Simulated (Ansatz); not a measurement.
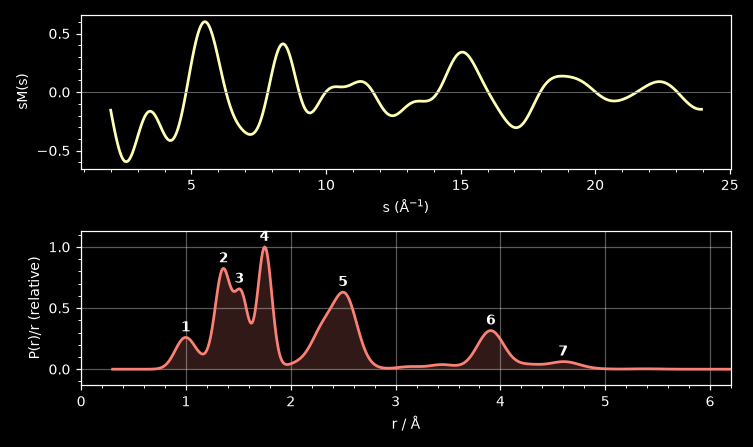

Simulated gas electron diffraction: reduced molecular intensity sM(s) from the Debye equation in the first Born approximation (top) and the radial distribution curve (bottom) of C₂H₅OS (charge +1, ignored in the scattering factors). Each pair of atoms contributes with weight ZᵢZⱼ/r; damping constant 0.001 Å²; vibrational amplitudes assumed, not computed: 0.05 Å for bonds, 0.078 Å for bonds to H, 0.06 + 0.015 r up to 0.15 Å for other pairs. The geometry is the end point of an optimisation (Ansatz, RKS PBE0/6-31G*); it may be a saddle point or a higher isomer.

**Assign the numbered peaks of the radial distribution curve (– bonded, ··· not bonded).**

Peak 1, 1.00 Å: O–H 0.97–0.98 Å (×2), C–H 1.09 Å, not resolved
Peak 2, 1.36 Å: C–C 1.35 Å, S–H 1.35 Å (×2)
Peak 3, 1.51 Å: O–C 1.53 Å
Peak 4, 1.75 Å: S–C 1.75 Å
Peak 5, 2.50 Å: O···C 2.31 Å, C···H 2.45–2.54 Å (×3), S···H 2.46 Å, S···C 2.53 Å, not resolved
Peak 6, 3.91 Å: S···O 3.91 Å; in its flanks S···H 4.27 Å
Peak 7, 4.60 Å: S···H 4.58 Å, O···H 4.62–4.66 Å (×2), not resolved
